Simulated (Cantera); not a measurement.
Input: 1 mol HgO, a varied amount of H2, equilibrated at 975 K and 1.00 Torr.

These are equilibrium values from Cantera (NASA tables, ideal gas, pure condensed phases), not measurements of a reactor. Candidate condensed phases: H2O, Hg, HgO; 10 gas species. Rates play no part.

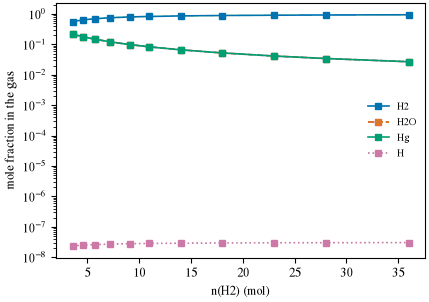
Fig. 1. Equilibrium gas composition (values under 1e-9 drawn at 1e-9)

From 3.6 mol H2 to 36 mol H2 nothing is condensed. The main Hg-bearing gas is Hg throughout.
